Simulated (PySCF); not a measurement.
Consider SiCl (doublet).

```yaml
atoms:
  - { symbol: Si, position_ang: [0.0000, 0.0000, -1.1511] }
  - { symbol: Cl, position_ang: [0.0000, 0.0000, 0.9209] }
```

Level of theory: PBE0/pcseg-2, non-relativistic, at a bond length of 2.072 Å (PySCF 2.14.0).

Q: What will maps of the electron density, electron localisation function and spin density show?

A: Si–Cl (2.07 Å): the density is about 0.87 e/Å³ at the midpoint; the ELF peaks at about 0.85 between the atoms, as expected for a polar covalent bond.
The unpaired spin (1 electron) lies mostly on Si1 (about 0.9) and Cl2 (about 0.1), in electrons by Hirshfeld's partition.

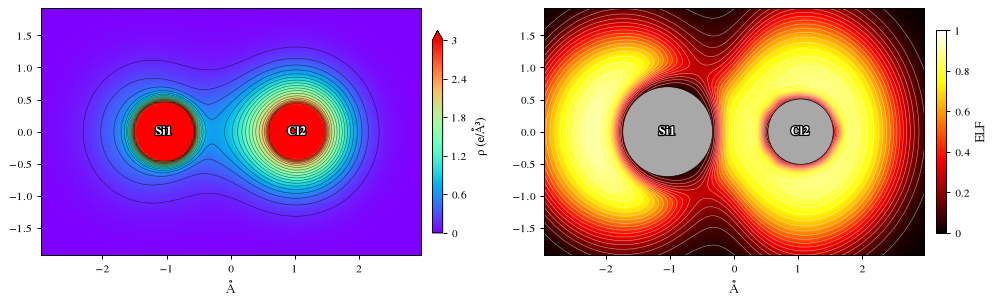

Computed electron density and electron localisation function on a plane that holds the molecular axis, in this order. Grey discs cover the atomic cores in the ELF map. 
